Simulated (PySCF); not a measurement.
H6O2Si2, SMILES O[SiH2][SiH2]O at its CAM-B3LYP/def2-SVP optimised geometry (Å):

```
10

O      2.0936    -1.1193     0.0000
Si     0.4224    -1.1193     0.0000
Si    -0.3768     1.0846     0.0000
O     -2.0387     0.9918    -0.1323
H      2.5418    -0.7373    -0.7613
H     -0.1310    -1.8493    -1.1808
H      0.0146    -1.8341     1.2355
H      0.0338     1.8089     1.2419
H      0.2221     1.8493    -1.1409
H     -2.5418     1.8126    -0.1100
```

Level of theory: CAM-B3LYP/def2-TZVP run with PySCF. Cells within 0.4 Å of a nucleus heavier than hydrogen are left out (blank, or x).

Map of the deformation density (molecule minus spherical neutral atoms) (e/bohr³) on the plane z = 0.0 Å:

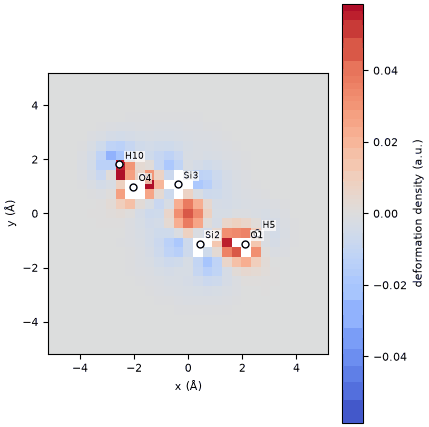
Figure: Deformation density (molecule minus spherical neutral atoms) (e/bohr³) on the plane z = 0.0 Å.
